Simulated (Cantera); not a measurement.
Input: 1 mol Fe₂O₃, 0.023 mol HCl, 0.093 mol O₂, equilibrated at 1 atm.

Method: chemical equilibrium by Gibbs-energy minimisation in Cantera with the NASA 1993 tables (ideal gas, pure condensed phases). Candidate condensed phases: Fe, FeCl₂, FeCl₃, FeO, Fe(OH)₂, Fe(OH)₃, Fe₂O₃, Fe₃O₄, H₂O; 22 gas species. Kinetics and transport are ignored.

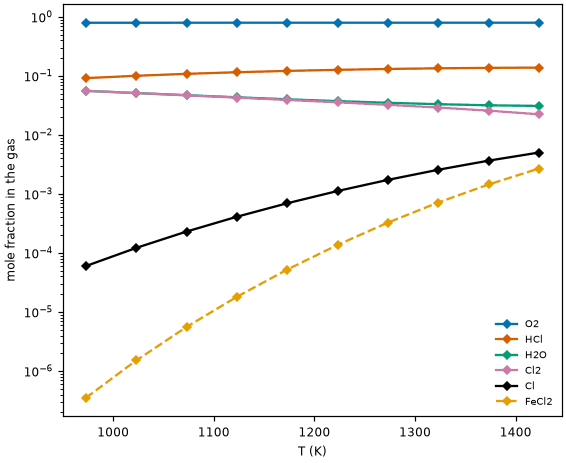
Figure. Equilibrium gas composition (values under 1e-9 drawn at 1e-9)

From 973 K to 1423 K the condensed part is Fe₂O₃(s). The main Fe-bearing gas is FeCl₃ at 973 K and FeCl₂ at 1423 K.
